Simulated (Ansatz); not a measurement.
**Run report: CH5Si2 (charge +1), geometry relaxation (part 1 of 2)**

- system: CH5Si2, charge +1
- method: RKS PBE0-D4/def2-TZVP (Ansatz 0.2.0)

Figures and captions count atoms from 1; the log counts them from 0 in places.

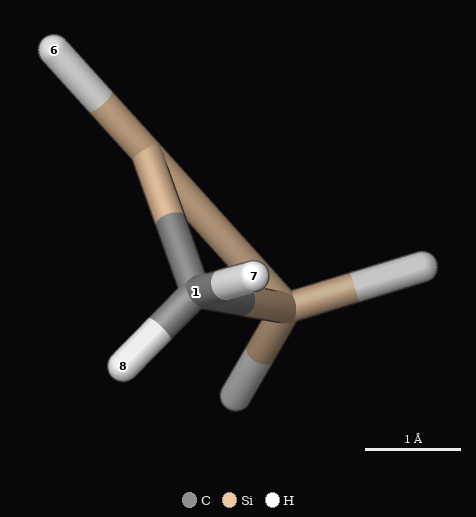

The starting structure (stick view, seen at a tilt; atoms are numbered from 1 in the order of the input).

### Summary

| quantity | value |
| --- | --- |
| outcome | converged |
| total energy | −16856.7862 eV |
| mean-field energy | −16856.6667 eV |
| dispersion energy | −0.1196 eV |
| SCF solution under orbital rotations | stable |
| largest force (length of the vector) at the end | 0.004 eV/Å |
| hardware | 2 threads of Arm Neoverse V1, 23 GiB of memory available, shared host |
| wall time | 54 s (CPU time 1.7 min) |
| peak memory | 0.24 GiB |

### Input file
```yaml
crystal:
  periodic: [false, false, false]
  atoms:
    - {symbol: C, position_ang: [0.370034, -0.660995, 0.270367]}
    - {symbol: Si, position_ang: [0.139181, 1.076895, 0.890249]}
    - {symbol: Si, position_ang: [-0.679566, 0.210781, -1.093276]}
    - {symbol: H, position_ang: [-2.156185, -0.006002, -1.107810]}
    - {symbol: H, position_ang: [0.014441, 0.705537, -2.318487]}
    - {symbol: H, position_ang: [0.672470, 1.637821, 2.184660]}
    - {symbol: H, position_ang: [1.397074, -0.989081, -0.012517]}
    - {symbol: H, position_ang: [-0.113413, -1.490972, 0.836078]}
basis:
  gaussian: {orbitals: def2-TZVP}
total_charge: 1
hamiltonian: {xc: pbe0, dispersion: d4}
relax: {f_tol: 0.005, max_steps: 200}
```

Launched with:
```bash
ansatz run in.yaml --threads 2 --pin off --events-out ev --progress --plain --max-ram 4352MiB
```

### What the program printed
```
Functional definition: PBE0
  name "PBE0"
  cite "Adamo & Barone, J. Chem. Phys. 110, 6158 (1999) doi:10.1063/1.478522"
  cite "Perdew, Burke & Ernzerhof, Phys. Rev. Lett. 77, 3865 (1996) doi:10.1103/PhysRevLett.77.3865"
  parent pbe
  parameter a = 0.25
  parameter kappa = 0.804
  parameter beta = 0.06672455060314922
  exchange = (1 - a)*pbe_x(kappa = kappa, mu = beta*pi^2/3) + a*exact_x
  correlation = pbe_c(beta = beta)
936 factors; their error is unknown
mean field evaluation 1: about -16842.9707 eV, gradient 7.5e1 eV
mean field evaluation 2: about -16810.3254 eV, gradient 1.1e2 eV
mean field evaluation 4: about -16856.3149 eV, gradient 8.6e0 eV
mean field evaluation 8: about -16856.5671 eV, gradient 1.2e-1 eV
mean field evaluation 16: about -16856.6277 eV, gradient 5.1e-5 eV
mean field -16856.62768249 eV, -619.4696414989 hartree, gradient 5.1e-5 eV, S^2 0.000000; 0 other end points of the search recorded, 0 dependent functions left out
the calculation of the forces begins
reference -16856.62771542 eV, -619.4696427089 hartree; 19, 19 occupied and 116, 116 virtual orbitals, 936 factors
relax step   1: F+E_penalty+E_count = -16856.74679729 eV  Δ(F+E_penalty+E_count) = +0.000e0 eV  max|allowed force component| = 5.431e-1 eV/Å  Δτ_max = 0.0000 Å  (27 SCF iters, accepted)
these checks for a lower state are left out or cut short: starts, cluster_reference, orbital_swaps, neighbouring_geometries, increment
936 factors; their error is unknown
mean field -16856.65862669 eV, -619.4707786772 hartree, gradient 9.1e-6 eV, S^2 0.000000; 0 other end points of the search recorded, 0 dependent functions left out
[... from here on the field's lines of each further geometry are left out, up to the last ...]
relax step   2: F+E_penalty+E_count = -16856.77798616 eV  Δ(F+E_penalty+E_count) = -3.119e-2 eV  max|allowed force component| = 2.014e-1 eV/Å  Δτ_max = 0.0220 Å  (30 SCF iters, accepted)
relax step   3: F+E_penalty+E_count = -16856.78229484 eV  Δ(F+E_penalty+E_count) = -4.309e-3 eV  max|allowed force component| = 2.590e-2 eV/Å  Δτ_max = 0.0119 Å  (32 SCF iters, accepted)
relax step   4: F+E_penalty+E_count = -16856.78240812 eV  Δ(F+E_penalty+E_count) = -1.133e-4 eV  max|allowed force component| = 1.895e-2 eV/Å  Δτ_max = 0.0033 Å  (23 SCF iters, accepted)
relax step   5: F+E_penalty+E_count = -16856.78248880 eV  Δ(F+E_penalty+E_count) = -8.068e-5 eV  max|allowed force component| = 1.156e-2 eV/Å  Δτ_max = 0.0062 Å  (31 SCF iters, accepted)
relax step   6: F+E_penalty+E_count = -16856.78249401 eV  Δ(F+E_penalty+E_count) = -5.212e-6 eV  max|allowed force component| = 1.298e-3 eV/Å  Δτ_max = 0.0013 Å  (21 SCF iters, accepted)
relax step   7: F+E_penalty+E_count = -16856.78254155 eV  Δ(F+E_penalty+E_count) = -4.754e-5 eV  max|allowed force component| = 8.539e-3 eV/Å  Δτ_max = 0.0185 Å  (30 SCF iters, accepted)
relax step   8: F+E_penalty+E_count = -16856.78255124 eV  Δ(F+E_penalty+E_count) = -9.683e-6 eV  max|allowed force component| = 9.151e-3 eV/Å  Δτ_max = 0.0016 Å  (23 SCF iters, accepted)
relax step   9: F+E_penalty+E_count = -16856.78256166 eV  Δ(F+E_penalty+E_count) = -1.042e-5 eV  max|allowed force component| = 1.057e-2 eV/Å  Δτ_max = 0.0012 Å  (23 SCF iters, accepted)
relax step  10: F+E_penalty+E_count = -16856.78259893 eV  Δ(F+E_penalty+E_count) = -3.727e-5 eV  max|allowed force component| = 1.454e-2 eV/Å  Δτ_max = 0.0059 Å  (32 SCF iters, accepted)
relax step  11: F+E_penalty+E_count = -16856.78272229 eV  Δ(F+E_penalty+E_count) = -1.234e-4 eV  max|allowed force component| = 2.256e-2 eV/Å  Δτ_max = 0.0225 Å  (30 SCF iters, accepted)
relax step  12: F+E_penalty+E_count = -16856.78164590 eV  Δ(F+E_penalty+E_count) = +1.076e-3 eV  max|allowed force component| = 1.197e-1 eV/Å  Δτ_max = 0.0910 Å  (30 SCF iters, rejected (line search))
relax step  13: F+E_penalty+E_count = -16856.78308910 eV  Δ(F+E_penalty+E_count) = -3.668e-4 eV  max|allowed force component| = 5.567e-2 eV/Å  Δτ_max = 0.0361 Å  (29 SCF iters, accepted)
relax step  14: F+E_penalty+E_count = -16856.78131780 eV  Δ(F+E_penalty+E_count) = +1.771e-3 eV  max|allowed force component| = 2.648e-1 eV/Å  Δτ_max = 0.0978 Å  (30 SCF iters, rejected (line search))
relax step  15: F+E_penalty+E_count = -16856.78380661 eV  Δ(F+E_penalty+E_count) = -7.175e-4 eV  max|allowed force component| = 4.013e-2 eV/Å  Δτ_max = 0.0489 Å  (30 SCF iters, accepted)
relax step  16: F+E_penalty+E_count = -16856.78467164 eV  Δ(F+E_penalty+E_count) = -8.650e-4 eV  max|allowed force component| = 8.226e-2 eV/Å  Δτ_max = 0.0486 Å  (30 SCF iters, accepted)
relax step  17: F+E_penalty+E_count = -16856.78518805 eV  Δ(F+E_penalty+E_count) = -5.164e-4 eV  max|allowed force component| = 4.791e-2 eV/Å  Δτ_max = 0.0066 Å  (30 SCF iters, accepted)
relax step  18: F+E_penalty+E_count = -16856.78530670 eV  Δ(F+E_penalty+E_count) = -1.186e-4 eV  max|allowed force component| = 7.296e-2 eV/Å  Δτ_max = 0.0146 Å  (32 SCF iters, accepted)
relax step  19: F+E_penalty+E_count = -16856.78570377 eV  Δ(F+E_penalty+E_count) = -3.971e-4 eV  max|allowed force component| = 3.622e-2 eV/Å  Δτ_max = 0.0166 Å  (30 SCF iters, accepted)
relax step  20: F+E_penalty+E_count = -16856.78598416 eV  Δ(F+E_penalty+E_count) = -2.804e-4 eV  max|allowed force component| = 2.029e-2 eV/Å  Δτ_max = 0.0243 Å  (30 SCF iters, accepted)
relax step  21: F+E_penalty+E_count = -16856.78607588 eV  Δ(F+E_penalty+E_count) = -9.172e-5 eV  max|allowed force component| = 4.114e-2 eV/Å  Δτ_max = 0.0146 Å  (30 SCF iters, accepted)
relax step  22: F+E_penalty+E_count = -16856.78614954 eV  Δ(F+E_penalty+E_count) = -7.366e-5 eV  max|allowed force component| = 2.873e-2 eV/Å  Δτ_max = 0.0058 Å  (31 SCF iters, accepted)
relax step  23: F+E_penalty+E_count = -16856.78617574 eV  Δ(F+E_penalty+E_count) = -2.620e-5 eV  max|allowed force component| = 1.017e-2 eV/Å  Δτ_max = 0.0028 Å  (23 SCF iters, accepted)
the calculation of the forces begins
reference -16856.66665774 eV, -619.4710738129 hartree; 19, 19 occupied and 116, 116 virtual orbitals, 936 factors
relax step  24: F+E_penalty+E_count = -16856.78618515 eV  Δ(F+E_penalty+E_count) = -9.415e-6 eV  max|allowed force component| = 3.520e-3 eV/Å  Δτ_max = 0.0030 Å  (23 SCF iters, accepted)
936 factors; their error is unknown
mean field evaluation 192: about -16856.6666 eV, gradient 3.3e-5 eV
```

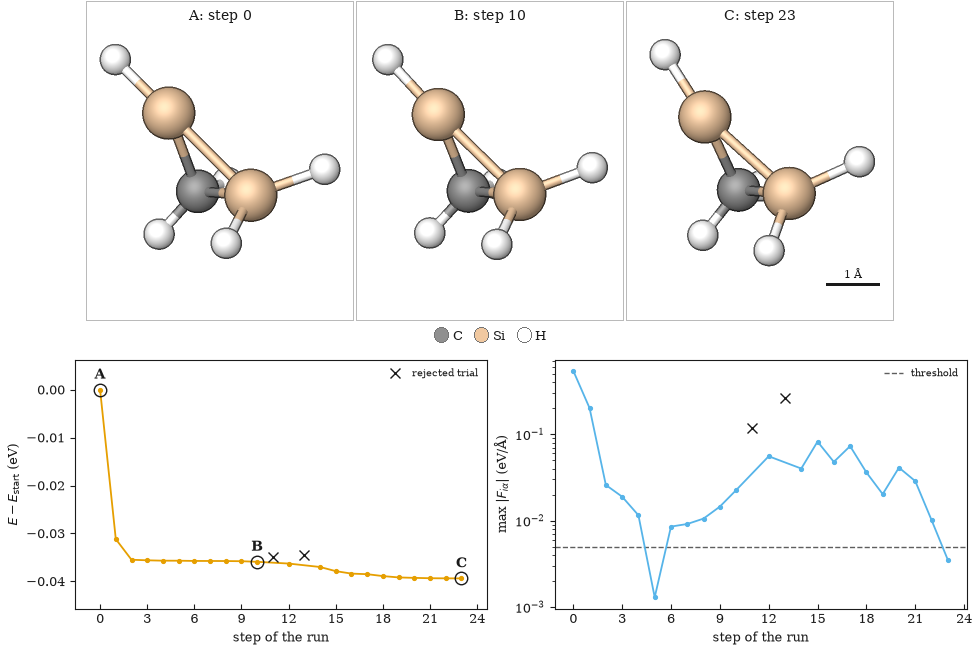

Frames of the relaxation (ball-and-stick view, seen at a tilt) above the curves, on which the letters mark them (the first geometry is step 0 here and step 1 in the log).

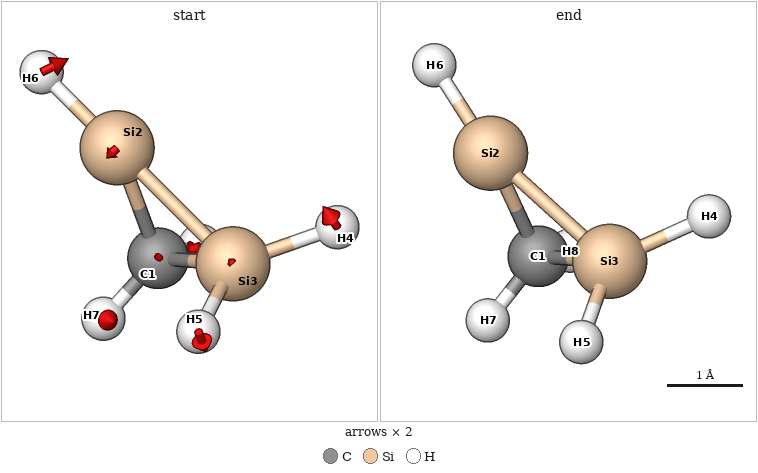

Before (left) and after (right) the relaxation, at one scale (ball-and-stick view, seen at a tilt). The red arrows give the displacements, magnified 2 times. After 23 geometry steps the energy has fallen by 0.039 eV. Largest force component: 0.54 eV/Å at the start, 0.0035 eV/Å at the end. The line search rejected the trial steps at points 11, 13 (counted from 0) and went back. The largest move after the best rigid fit is that of H5, 0.23 Å. Largest moves by element: H 0.23 Å, Si 0.10 Å, C 0.04 Å. Among the contacts that change: Si2–Si3 2.314 → 2.274 Å, C1–Si2 1.860 → 1.824 Å, C1–H8 1.115 → 1.090 Å, Si2–H6 1.508 → 1.486 Å. Among the angles that change: Si3–Si2–H6 179.9° → 165.5°, Si3–C1–H7 117.1° → 104.4°, Si3–C1–H8 117.3° → 126.7°. (Atoms are counted from 1 in the order of the input.)

```
mean field -16856.66662500 eV, -619.4710726097 hartree, gradient 2.1e-5 eV, S^2 0.000000; 1 other end points of the search recorded, 0 dependent functions left out
the calculation of the forces begins
reference -16856.66665774 eV, -619.4710738129 hartree; 19, 19 occupied and 116, 116 virtual orbitals, 936 factors
Total energy: -16856.78621789 eV, -619.4754675676 hartree
Atom 0 at     0.346647    -0.672978     0.300286 Å, force     0.002827    -0.002186    -0.002040 eV/Å
Atom 1 at     0.237450     1.059264     0.859888 Å, force    -0.000514     0.001687     0.001217 eV/Å
Atom 2 at    -0.666050     0.239401    -1.058730 Å, force    -0.003521    -0.000003    -0.001150 eV/Å
Atom 3 at    -2.140041     0.199022    -1.050713 Å, force     0.001894     0.000195    -0.000342 eV/Å
Atom 4 at     0.043202     0.482552    -2.326121 Å, force     0.000057    -0.000585    -0.000261 eV/Å
Atom 5 at     0.469563     1.597751     2.224948 Å, force     0.000191    -0.000012     0.001563 eV/Å
Atom 6 at     1.321509    -0.875895    -0.173181 Å, force    -0.000298    -0.000439     0.000076 eV/Å
Atom 7 at     0.031757    -1.545132     0.872887 Å, force    -0.000636     0.001343     0.000936 eV/Å
Dipole moment:     0.116786     0.085729     0.197657 e Å
```

### Trajectory as extended XYZ (Å, eV, eV/Å), 24 frames, from step=1 to step=24
```
8
Properties=species:S:1:pos:R:3:forces:R:3 step=1 energy=-16856.74680
C     0.3700   -0.6610    0.2704    0.0767  -0.1838   0.0407
Si    0.1392    1.0769    0.8902    0.1080  -0.3254  -0.0207
Si   -0.6796    0.2108   -1.0933    0.1023   0.0108   0.1976
H    -2.1562   -0.0060   -1.1078    0.3427   0.0394  -0.0122
H     0.0144    0.7055   -2.3185   -0.1687  -0.1231   0.2748
H     0.6725    1.6378    2.1847   -0.1302  -0.1261  -0.3047
H     1.3971   -0.9891   -0.0125   -0.5431   0.2290   0.1278
H    -0.1134   -1.4910    0.8361    0.2122   0.4792  -0.3033
8
Properties=species:S:1:pos:R:3:forces:R:3 step=2 energy=-16856.77799
C     0.3681   -0.6583    0.2691   -0.0239   0.0318  -0.0189
Si    0.1418    1.0694    0.8865    0.0361  -0.2014  -0.0501
Si   -0.6741    0.2133   -1.0814    0.0709  -0.0038   0.1221
H    -2.1350   -0.0101   -1.1037    0.0833   0.0086   0.0030
H     0.0101    0.6969   -2.2991   -0.0358  -0.0311   0.0681
H     0.6672    1.6261    2.1675   -0.0400  -0.0230  -0.0874
H     1.3825   -0.9781   -0.0150   -0.1555   0.0723   0.0433
H    -0.1166   -1.4752    0.8255    0.0651   0.1465  -0.0802
8
Properties=species:S:1:pos:R:3:forces:R:3 step=3 energy=-16856.78230
C     0.3656   -0.6572    0.2653   -0.0085   0.0259   0.0025
Si    0.1425    1.0597    0.8836    0.0042  -0.0234  -0.0117
Si   -0.6709    0.2145   -1.0755   -0.0034   0.0257   0.0097
H    -2.1270   -0.0104   -1.0971   -0.0025  -0.0063  -0.0020
H     0.0123    0.6935   -2.2899    0.0019  -0.0039  -0.0039
H     0.6628    1.6222    2.1571   -0.0030   0.0081   0.0005
H     1.3763   -0.9712   -0.0159    0.0147  -0.0094  -0.0019
H    -0.1174   -1.4672    0.8217   -0.0035  -0.0169   0.0068
8
Properties=species:S:1:pos:R:3:forces:R:3 step=4 energy=-16856.78241
C     0.3654   -0.6572    0.2652   -0.0010   0.0100   0.0061
Si    0.1437    1.0589    0.8842    0.0045  -0.0190  -0.0023
Si   -0.6712    0.2175   -1.0741   -0.0054   0.0103  -0.0045
H    -2.1266   -0.0119   -1.0975   -0.0022  -0.0004   0.0005
H     0.0123    0.6928   -2.2899    0.0014   0.0004  -0.0019
H     0.6622    1.6243    2.1571   -0.0026   0.0080  -0.0003
H     1.3761   -0.9722   -0.0166    0.0037  -0.0042   0.0007
H    -0.1179   -1.4682    0.8207    0.0016  -0.0051   0.0017
8
Properties=species:S:1:pos:R:3:forces:R:3 step=5 energy=-16856.78249
C     0.3658   -0.6587    0.2652    0.0063  -0.0116   0.0074
Si    0.1450    1.0558    0.8851    0.0002   0.0009   0.0011
Si   -0.6714    0.2202   -1.0731   -0.0038   0.0030  -0.0058
H    -2.1267   -0.0110   -1.0968    0.0004   0.0001   0.0010
H     0.0124    0.6934   -2.2896    0.0005   0.0002   0.0004
H     0.6597    1.6299    2.1558   -0.0005   0.0008  -0.0006
H     1.3765   -0.9746   -0.0170   -0.0063   0.0018   0.0009
H    -0.1173   -1.4710    0.8197    0.0032   0.0048  -0.0043
```
